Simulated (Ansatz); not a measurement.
## Cl-CC-Cl chair monolayer in a perpendicular field

Aim: how the Cl-CC-Cl chair monolayer screens a field along its normal, and what the field does to its bands. A positive field points along +c.

Program: Ansatz 0.2.0. Level of theory: plane-wave DFT, PBE-D3(BJ), Ansatz PAW. Results are calculated unless marked as measured.

## 1. Starting point

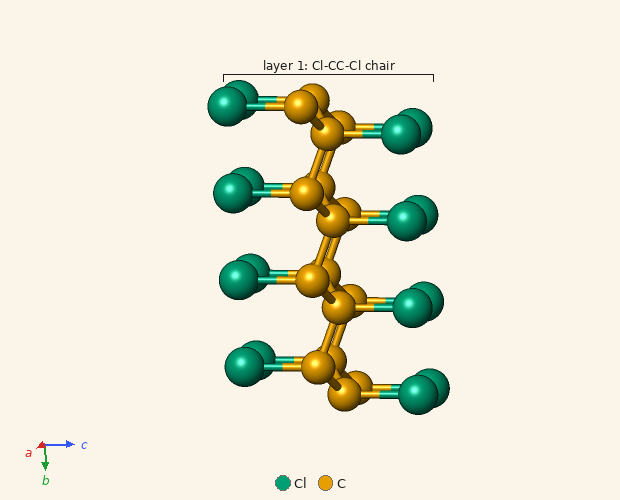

The starting structure, seen from the side, with the c axis across the page (chlorine teal, carbon orange). 2×4×1 cells are drawn.

The cell holds 4 atoms: 2 Cl and 2 C. Cell: a = 2.508 Å, b = 2.508 Å, c = 39.167 Å, α = 90.0°, β = 90.0°, γ = 120.0°. Vacuum lies along c.

## 2. Relaxation

The starting cell is a guess, so the in-plane lattice and the atoms are relaxed first, with the slab cut off from its images along the normal.

The input, input.yaml:

```yaml
crystal:
  lattice:
    - [2.508, 0.0, 0.0]
    - [-1.254, 2.1719917127, 0.0]
    - [0.0, 0.0, 39.1666666664]
  atoms:
    - { symbol: Cl, position: [0.6666666667, 0.3333333333, 0.4480851064] }
    - { symbol: C, position: [0.6666666667, 0.3333333333, 0.4935319149] }
    - { symbol: C, position: [0.3333333333, 0.6666666667, 0.5064680851] }
    - { symbol: Cl, position: [0.3333333333, 0.6666666667, 0.5519148936] }
  periodic: [true, true, false]
kpoints:
  mp_grid: { grid: [18, 18, 1] }
hamiltonian:
  xc: pbe
  dispersion: d3bj
scf:
  occupations: { method: fermi_dirac, width: 0.05 }
  convergence: { dr2_threshold: 1.0e-09 }
relax:
  f_tol: 0.004
  max_steps: 90
  cell: {}
output:
  write_potential: true
  write_density: true
  volumetric_format: npy
```

On the command line:

```console
$ ansatz run input.yaml --threads 2 --pin off --max-ram 3072MiB --backend cpu --events-out ev --progress --plain --runs-dir out
```

Numbers of over 12 decimals in the logs are rounded to 6 here.

Output:

```text
Warning: relax.cell: scf.convergence.dr2_threshold = 1e-9 eV is looser than the 2.02151793575e-10 eV advised for a relaxation that steers and ends on the stress (1e-10 eV for each atom of the cell: 4, times the square of relax.cell.stress_2d_tol = 0.05 N/m over 14.1 Å (the atoms' height at the walk's start and 5 Å past either face), 3.555e-2 GPa, over a crystal's default 0.05). What an SCF threshold leaves in a stress goes as its square root, and in the free energy as the threshold itself, and one threshold admits the most on a small cell: [figures from the program's tests cut] Set scf.convergence.dr2_threshold to 2.02151793575e-10 eV or tighter. [rest of the remark cut]
Engine: ansatz 0.2.0, x86_64-unknown-linux-gnu
Pseudopotentials: kind: paw
Pseudopotential: Cl, paw, valence charge 7, recommended cutoff 420 eV (normal), Cl.paw.azcp
Pseudopotential: C, paw, valence charge 4, recommended cutoff 420 eV (normal), C.paw.azcp
Functional definition: PBE
  parameter kappa = 0.804
  parameter beta = 0.066725
  exchange = pbe_x(kappa = kappa, mu = beta*pi^2/3)
  correlation = pbe_c(beta = beta)
Crystal: 4 atoms, lattice volume = 213.355 Å³
Basis set: ecut = 420 eV, 4145 PW (Γ), exchange–correlation on 36×36×540 points (8 copies of the dense FFT grid, shifted against one another)
Bands: 15, of which v1, the nominal top of the filled ones, is band 11 counted from 1 (10 counted from 0)
Symmetry: 12 space group operations
Space group: P-3m1 (ITA 164), of the structure as read, at distance tolerance 6.0e-5 Å
k-points: 37 of 324
Non-local potential: Cl, projectors of the file, l = 0: 2, l = 1: 2, l = 2: 2
Non-local potential: C, projectors of the file, l = 0: 2, l = 1: 2, l = 2: 1
PAW form: soft (Blöchl's): semilocal exchange-correlation on the pseudo side does not see the compensation charge
PAW one-centre angular grid: Cl, 110 points (default); XC on 64 Gauss nodes
PAW one-centre angular grid: C, 110 points (default); XC on 64 Gauss nodes
Initial density: superposition of atomic densities (neutral atoms: chi_scale 0, normalization atom), corrected by the library's trained network
Initial wavefunctions: pseudopotential atomic-orbital guess
Functional: x = pbe(κ = 0.804, μ = 0.219515), c = pbe(β = 0.066725)
SCF iter   1: F=—  HF=-2656.058709 eV  |F-HF|=—  |Δ(HF+E_count)|=         —  Δρ=6.69e-3  dr2=4.20e-1  ethr=1.77e-3  ⟨swp⟩=13.8  Hψ=5961  notcnv=0
preconditioner: auto → LDOS  [insulator: Δε(μ)=0.227 eV  Ē_g=13.287 eV  σ=0.050 eV  W_gap=0.71  n_scr=22 (ndim 8)  ℏωp=11.9 eV  f_vac=0.785  D(μ)=0.47/eV (n_scr^D=6)  ε∞_Penn≈1.8  β→1.0]
SCF iter   2: F=—  HF=-2656.093127 eV  |F-HF|=—  |Δ(HF+E_count)|=   3.44e-2  Δρ=8.19e-3  dr2=5.98e-1  ethr=1.77e-3  ⟨swp⟩=6.2  Hψ=1819  notcnv=0  defer=1
SCF iter   3: F=—  HF=-2655.991077 eV  |F-HF|=—  |Δ(HF+E_count)|=   1.02e-1  Δρ=1.22e-3  dr2=8.65e-3  ethr=1.77e-3  ⟨swp⟩=3.8  Hψ=1289  notcnv=0  defer=1
SCF iter   4: F=—  HF=-2655.990428 eV  |F-HF|=—  |Δ(HF+E_count)|=   6.49e-4  Δρ=1.97e-4  dr2=6.40e-5  ethr=3.93e-5  ⟨swp⟩=4.0  Hψ=1531  notcnv=0  defer=1
SCF iter   5: F=—  HF=-2655.990527 eV  |F-HF|=—  |Δ(HF+E_count)|=   9.91e-5  Δρ=4.86e-5  dr2=8.43e-6  ethr=2.91e-7  ⟨swp⟩=3.5  Hψ=1629  notcnv=0
SCF iter   6: F=—  HF=-2655.990524 eV  |F-HF|=—  |Δ(HF+E_count)|=   3.19e-6  Δρ=5.82e-6  dr2=9.92e-8  ethr=3.83e-8  ⟨swp⟩=3.6  Hψ=1249  notcnv=0
SCF iter   7: F=—  HF=-2655.990489 eV  |F-HF|=—  |Δ(HF+E_count)|=   3.48e-5  Δρ=7.70e-7  dr2=8.70e-10  ethr=4.55e-12  ⟨swp⟩=12.2  Hψ=6300  notcnv=0
SCF iter   8: F=-2655.990489 eV  HF=-2655.990489 eV  |F-HF|=8.82e-11  |Δ(HF+E_count)|=   7.57e-9  Δρ=1.48e-7  dr2=5.93e-11  ethr=3.95e-12  ⟨swp⟩=9.4  Hψ=4697  notcnv=0
SCF 1 converged in 8 iterations: F = -2655.990489 eV  dr2 = 5.93e-11
  greatest PAW one-centre occupation: 0.925 electrons in one spin orbital (limit 2), on the Cl atom at site 3 (counted from 0), in its partial waves of l = 0
relax step   1: F+E_penalty+E_count = -2655.99048942 eV  Δ(F+E_penalty+E_count) = +0.000e0 eV  max|allowed force component| = 2.055e0 eV/Å  Δτ_max = 0.0000 Å  P = +52.779 N/m  Ω = 213.355 Å³  fix = [c, alpha, beta]  reactions: c +0.000 N/m  (8 SCF iters, accepted)
Crystal: 4 atoms, lattice volume = 234.673 Å³
Basis set: ecut = 420 eV, 4709 PW (Γ), exchange–correlation on 36×36×540 points (8 copies of the dense FFT grid, shifted against one another)
Initial density: handed on by an earlier stage of this run
Initial wavefunctions: those handed on with the density
iter 1 solved again at ethr=2.11e-3 eV; its pass at ethr=3.10e-3 eV (dr2=4.64e-1 eV) is discarded
SCF iter   1: F=—  HF=-2657.485247 eV  |F-HF|=—  |Δ(HF+E_count)|=         —  Δρ=9.07e-3  dr2=4.68e-1  ethr=2.11e-3  ⟨swp⟩=1.1  Hψ=5756  notcnv=0
preconditioner: auto → LDOS  [insulator: Δε(μ)=0.181 eV  Ē_g=13.114 eV  σ=0.050 eV  W_gap=0.52  n_scr=22 (ndim 8)  ℏωp=11.4 eV  f_vac=0.792  D(μ)=0.70/eV (n_scr^D=8)  ε∞_Penn≈1.8  β→1.0]
SCF iter   2: F=—  HF=-2657.380715 eV  |F-HF|=—  |Δ(HF+E_count)|=   1.05e-1  Δρ=3.12e-3  dr2=3.41e-2  ethr=2.11e-3  ⟨swp⟩=4.5  Hψ=1396  notcnv=0
SCF iter   3: F=—  HF=-2657.378127 eV  |F-HF|=—  |Δ(HF+E_count)|=   2.59e-3  Δρ=1.12e-3  dr2=7.77e-3  ethr=1.55e-4  ⟨swp⟩=3.5  Hψ=1659  notcnv=0
SCF iter   4: F=—  HF=-2657.376579 eV  |F-HF|=—  |Δ(HF+E_count)|=   1.55e-3  Δρ=1.78e-4  dr2=4.02e-5  ethr=3.53e-5  ⟨swp⟩=3.0  Hψ=1007  notcnv=0
SCF iter   5: F=—  HF=-2657.376609 eV  |F-HF|=—  |Δ(HF+E_count)|=   2.99e-5  Δρ=4.22e-5  dr2=7.55e-6  ethr=1.83e-7  ⟨swp⟩=3.4  Hψ=1497  notcnv=0
SCF iter   6: F=—  HF=-2657.376609 eV  |F-HF|=—  |Δ(HF+E_count)|=   2.56e-7  Δρ=7.07e-6  dr2=4.41e-7  ethr=3.43e-8  ⟨swp⟩=3.0  Hψ=1115  notcnv=0
SCF iter   7: F=—  HF=-2657.376574 eV  |F-HF|=—  |Δ(HF+E_count)|=   3.52e-5  Δρ=1.07e-6  dr2=1.44e-8  ethr=2.00e-9  ⟨swp⟩=2.7  Hψ=1073  notcnv=0
SCF iter   8: F=-2657.376574 eV  HF=-2657.376574 eV  |F-HF|=4.92e-10  |Δ(HF+E_count)|=   4.46e-9  Δρ=2.34e-7  dr2=2.05e-10  ethr=4.55e-12  ⟨swp⟩=13.2  Hψ=5223  notcnv=0
SCF 2 converged in 8 iterations: F = -2657.376574 eV  dr2 = 2.05e-10
  greatest PAW one-centre occupation: 0.921 electrons in one spin orbital (limit 2), on the Cl atom at site 3 (counted from 0), in its partial waves of l = 0
relax step   2: F+E_penalty+E_count = -2657.37657363 eV  Δ(F+E_penalty+E_count) = -1.386e0 eV  max|allowed force component| = 7.464e-1 eV/Å  Δτ_max = 0.0414 Å  P = +29.446 N/m  Ω = 234.673 Å³  energy of the carried Pulay correction = -7.251e-3 eV  fix = [c, alpha, beta]  reactions: c +0.000 N/m  (8 SCF iters, accepted)
Crystal: 4 atoms, lattice volume = 256.984 Å³
[...]
relax step   6: F+E_penalty+E_count = -2658.42125008 eV  Δ(F+E_penalty+E_count) = -9.700e-3 eV  max|allowed force component| = 9.157e-2 eV/Å  Δτ_max = 0.0191 Å  P = -0.188 N/m  Ω = 280.534 Å³  energy of the carried Pulay correction = -2.074e-2 eV  fix = [c, alpha, beta]  reactions: c -0.000 N/m  (8 SCF iters, accepted)
relax step   7: F+E_penalty+E_count = -2658.42122752 eV  Δ(F+E_penalty+E_count) = +2.255e-5 eV  max|allowed force component| = 9.321e-2 eV/Å  Δτ_max = 0.0081 Å  P = +0.147 N/m  Ω = 279.932 Å³  energy of the carried Pulay correction = -2.058e-2 eV  fix = [c, alpha, beta]  (7 SCF iters, rejected (line search))
relax step   8: F+E_penalty+E_count = -2658.42178104 eV  Δ(F+E_penalty+E_count) = -5.310e-4 eV  max|allowed force component| = 5.819e-4 eV/Å  Δτ_max = 0.0038 Å  P = -0.010 N/m  Ω = 280.153 Å³  energy of the carried Pulay correction = -2.064e-2 eV  fix = [c, alpha, beta]  reactions: c -0.000 N/m  (6 SCF iters, accepted)
relax step   9: F+E_penalty+E_count = -2658.52055690 eV  Δ(F+E_penalty+E_count) = -9.878e-2 eV  max|allowed force component| = 2.387e-2 eV/Å  Δτ_max = 0.0000 Å  P = +1.722 N/m  Ω = 280.153 Å³  fix = [c, alpha, beta]  reactions: c +0.000 N/m  stress off target by 1.72e0 N/m on what of the cell is left free  SCF on the basis re-selected at this cell (its energy is not comparable with the rows above)  (7 SCF iters)
relax step  10: F+E_penalty+E_count = -2658.52514144 eV  Δ(F+E_penalty+E_count) = -4.585e-3 eV  max|allowed force component| = 3.551e-3 eV/Å  Δτ_max = 0.0016 Å  P = +0.195 N/m  Ω = 283.794 Å³  energy of the carried Pulay correction = -9.465e-4 eV  fix = [c, alpha, beta]  reactions: c +0.000 N/m  (7 SCF iters, accepted)
relax step  11: F+E_penalty+E_count = -2658.52507036 eV  Δ(F+E_penalty+E_count) = +7.108e-5 eV  max|allowed force component| = 1.587e-5 eV/Å  Δτ_max = 0.0002 Å  P = -0.017 N/m  Ω = 284.332 Å³  energy of the carried Pulay correction = -1.095e-3 eV  fix = [c, alpha, beta]  reactions: c -0.000 N/m  (6 SCF iters, accepted)
iter 1 solved again at ethr=1.31e-6 eV; its pass at ethr=3.10e-3 eV (dr2=2.88e-4 eV) is discarded
SCF iter   1: F=—  HF=-2658.526062 eV  |F-HF|=—  |Δ(HF+E_count)|=         —  Δρ=2.56e-5  dr2=2.55e-7  ethr=1.31e-6  ⟨swp⟩=4.6  Hψ=7133  notcnv=0
eigensolver tolerance schedule: the retry pair's looser diagonalisation over-reported the residual by 1131.50 of it (diagonalisation noise at 0.92 of the residual, at the tolerance the schedule requests for it); recorded, not acted on — ethr = c·dr2/N_el stays at c = 1.0e-1
preconditioner: auto → Resta (q_TF=auto, 1.781 Å⁻¹)  ε∞=1.7  [insulator: Δε(μ)=1.508 eV  Ē_g=12.289 eV  σ=0.050 eV  W_gap=1.00  n_scr=22 (ndim 8)  ℏωp=10.3 eV  f_vac=0.801  D(μ)=0.00/eV (n_scr^D=0)  ε∞_Penn≈1.7  vacuum switching on, ρ_ref=1.1e-2 e/Å³]
SCF iter   2: F=—  HF=-2658.526114 eV  |F-HF|=—  |Δ(HF+E_count)|=   5.14e-5  Δρ=1.28e-5  dr2=6.35e-8  ethr=1.16e-9  ⟨swp⟩=4.3  Hψ=1655  notcnv=0
SCF iter   3: F=—  HF=-2658.526133 eV  |F-HF|=—  |Δ(HF+E_count)|=   1.95e-5  Δρ=3.27e-6  dr2=5.08e-8  ethr=2.89e-10  ⟨swp⟩=2.8  Hψ=1166  notcnv=0
SCF iter   4: F=—  HF=-2658.526135 eV  |F-HF|=—  |Δ(HF+E_count)|=   1.72e-6  Δρ=7.95e-7  dr2=1.33e-9  ethr=2.31e-10  ⟨swp⟩=2.4  Hψ=804  notcnv=0
iter 5 met the thresholds in force, and the SCF goes on: an eigenvalue changes by 4.21 meV, over its tolerance of 1.00 meV (output.eigenvalues, Limitations)
SCF iter   5: F=-2658.526135 eV  HF=-2658.526135 eV  |F-HF|=2.59e-8  |Δ(HF+E_count)|=   1.33e-7  Δρ=2.73e-7  dr2=5.79e-11  ethr=4.55e-12  ⟨swp⟩=15.8  Hψ=5131  notcnv=0
SCF iter   6: F=-2658.526135 eV  HF=-2658.526135 eV  |F-HF|=2.57e-10  |Δ(HF+E_count)|=   2.56e-8  Δρ=5.73e-8  dr2=2.80e-12  ethr=1.00e-12  ⟨swp⟩=7.5  Hψ=3552  notcnv=0
SCF 12 converged in 6 iterations: F = -2658.526135 eV  dr2 = 2.80e-12
relax step  12: F+E_penalty+E_count = -2658.52613502 eV  Δ(F+E_penalty+E_count) = -1.065e-3 eV  max|allowed force component| = 3.337e-4 eV/Å  Δτ_max = 0.0000 Å  P = -0.014 N/m  Ω = 284.332 Å³  fix = [c, alpha, beta]  reactions: c -0.000 N/m  stress off target by 1.40e-2 N/m on what of the cell is left free  SCF on the basis re-selected at this cell (its energy is not comparable with the rows above)  (6 SCF iters)
basis re-selected at this cell: Δ(F+E_penalty+E_count) = -1.065e-3 eV, ΔP = +0.003 N/m vs the last step (what re-selecting the basis moved, of the pressure what is left beyond the Pulay correction that the steps carried, after the strain that the cell walked since its last selection, with what the two solves' SCF thresholds leave and, on support functions, any second-order correction that the steps lacked; it is no m [...]
WARN: The output density's exchange-correlation potential varies sharply where the density is thin. Do not read a vacuum level from v_tot or v_xc, or from such a field of the output density. On a cell that repeats whose density bears no net charge and no dipole along the vacuum's axis use v_es (v_loc + v_h of the components); under efield.dipole_correction with no amplitude use v_es + v_field, which holds any externa [...]
SCF converged after 6 iterations
an eigenvalue changed by more than its tolerance at an iteration that met the thresholds in force, so the SCF went on 1 time: the last check found none over its tolerance
Free energy (F): -2658.526135 eV
Harris-Foulkes:  -2658.526135 eV  (|F-HF|=2.57e-10)
Internal energy: -2658.526135 eV  (E = F + TS)
E sigma→0 (E₀):  -2658.526135 eV
Fermi energy:    -3.074569 eV
--- Per-component energies (eV) ---
  E_band       = -271.030548
  E_kinetic    = 496.495635
  E_local      = -47960.868257  (includes V_loc(G=0)·N_el)
  E_nonlocal   = 109.431735
  E_hartree    = 23724.998178
  E_xc         = -308.675035
  E_vxc        = -361.165382  (∫ρ·V_xc dr)
  E_paw        = -1515.373522  (= ΣΔE_a)
  E_vpaw       = -4.920779  (= ΣTr[D̂ρ^β])
  E_aug_tail   = 0.000187  (compensation charges beyond the density's cutoff)
  E_ewald      = 22796.112485
  E_disp       = -0.647543  (pairwise vdW)
  E_smearing   = -0.000000  (= −TS)
  E_closure    = 0.000000  (closes the sum)
  Σ components = -2658.526135   (vs F -2658.526135, Δ=0.00e0)
--- Forces (eV/Å), atoms counted from 1 ---
  atom   1  Cl     0.00000000    -0.00000000     0.00010524
  atom   2  C      0.00000000     0.00000000     0.00033365
  atom   3  C      0.00000000    -0.00000000    -0.00033365
  atom   4  Cl     0.00000000     0.00000000    -0.00010524
  max |Σ_I F_I| component: 7.86e-17 eV/Å
--- 2D stress c σ (N/m, compression-positive) ---
       -0.014038      -0.000000       0.000000
       -0.000000      -0.014038      -0.000000
        0.000000      -0.000000      -0.000000
  P = ½ c Tr σ = -0.0140 N/m
--- Band table (eV; the first three rows and the last of 37) ---
  k-point 0: bands = [... 7 lower, -5.1174, -5.1174, -3.8543, -3.8543, -2.3460, -2.0533, -0.9198, -0.1076]
  k-point 1: bands = [... 7 lower, -5.3233, -5.1474, -4.0852, -3.9007, -2.2295, -1.8862, -0.8736, -0.1013]
  k-point 2: bands = [... 7 lower, -5.8646, -5.2407, -4.6981, -4.0315, -2.0331, -1.4982, -0.7703, 0.0654]
  k-point 36: bands = [... 7 lower, -9.3533, -8.2574, -8.2574, -7.9762, 0.2091, 0.2091, 1.3119, 2.5879]
  the weakly bound empty levels are not read free of the cell's end (no_gap_told)
--- Relaxed structure (10 steps of the walk, 9 accepted, 2 SCFs on fresh bases) ---
  F+E_penalty+E_count = -2658.52613502 eV   max|allowed force component| = 3.337e-4 eV/Å   (the final SCF, on the basis selected at the relaxed cell)
  cell:  # Å, volume = 284.3317 Å³
    - [2.895270, 0, 0]
    - [-1.447635, 2.507377, 0]
    - [0, 0, 39.1666666664]
  atoms:
    - { symbol: Cl, position: [0.666667, 0.333333, 0.448854] }
    - { symbol: C, position: [0.666667, 0.333333, 0.493542] }
    - { symbol: C, position: [0.333333, 0.666667, 0.506458] }
    - { symbol: Cl, position: [0.333333, 0.666667, 0.551146] }
```

The job ended after 44 s (2 threads of Intel Xeon Platinum 8488C (Sapphire Rapids), shared host; peak memory 0.62 GiB).

Relaxation path:

| step | energy less that of the first step (eV) | largest force component (eV/Å) | volume (Å³) |
| --- | --- | --- | --- |
| 1 | 0.0000 | 2.0552 | 213.35 |
| 2 | -1.3861 | 0.7464 | 234.67 |
| 3 | -2.1345 | 0.9645 | 256.98 |
| 4 | -2.4008 | 1.0724 | 280.66 |
| 5 | -2.4211 | 0.4626 | 281.10 |
| 6 | -2.4308 | 0.0916 | 280.53 |
| 7 | -2.4307 | 0.0932 | 279.93 |
| 8 | -2.4313 | 0.0006 | 280.15 |
| 9* | -2.5301 | 0.0239 | 280.15 |
| 10 | -2.5347 | 0.0036 | 283.79 |
| 11 | -2.5346 | 0.0000 | 284.33 |
| 12* | -2.5356 | 0.0003 | 284.33 |

Relaxation steps marked * repeat the geometry before them on a plane-wave basis chosen anew for their cell, so energy and pressure can jump there. Relaxation step 7 was tried and not accepted.

Forces are held to the 12 operations that the run works with; a distortion that breaks them can't arise in this run.

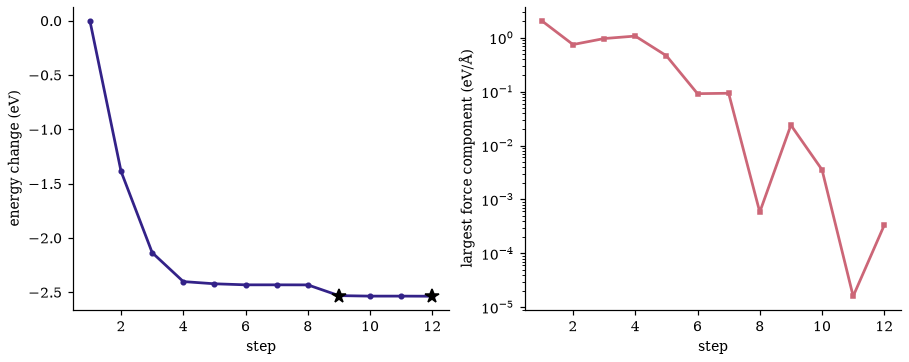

Energy and largest force along the relaxation. Stars mark steps on a basis chosen anew.

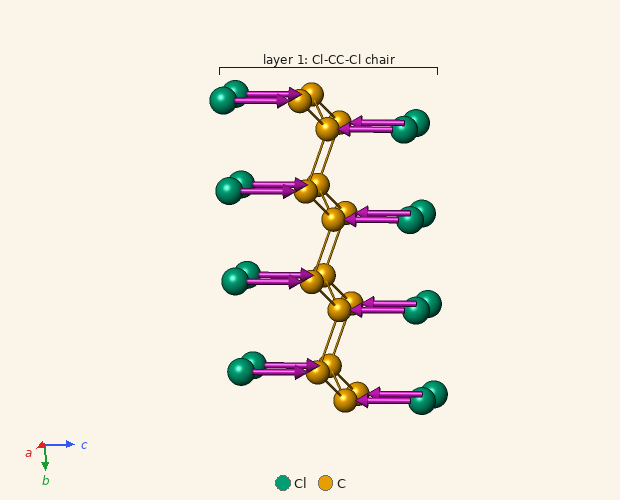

Displacements in the relaxation, exaggerated, measured against the changing cell; the longest in the cell stands for 0.03 Å. 2×4×1 cells are drawn.

| cell as run | before | after | change |
| --- | --- | --- | --- |
| a (Å) | 2.508 | 2.895 | +15.4 % |
| b (Å) | 2.508 | 2.895 | +15.4 % |

The atoms that moved most (Å, along periodic axes as changes of fractional coordinates times the final cell, across vacuum about the mean position):

| atom | dx | dy | dz | length |
| --- | --- | --- | --- | --- |
| Cl1 | 0.000 | 0.000 | 0.030 | 0.030 |
| Cl4 | 0.000 | 0.000 | -0.030 | 0.030 |

Final coordinates:

```xyz
4
Lattice="2.8953 0.0000 0.0000 -1.4476 2.5074 0.0000 0.0000 0.0000 39.1667" Properties=species:S:1:pos:R:3
Cl    1.4476    0.8358   17.5801
C     1.4476    0.8358   19.3304
C     0.0000    1.6716   19.8363
Cl    0.0000    1.6716   21.5865
```

The lattice constant a goes from 2.508 to 2.895 Å.

(Part 1 of 2 ends here.)

[Logs are printed without paths, hosts, clocks, repeated set-up lines and the standing remarks that a program may print on its own settings, such as how far it seeks lower states.]

[Hosts, paths, dates, database ids (printed as entryN), source tags and the programs' standing remarks are cut or masked in the printed files.]

[Maps of the electrostatic potential energy from Ansatz leave out the sawtooth potential of an applied field or a dipole correction, so their vacuum need not be flat; planar profiles and work functions include it.]
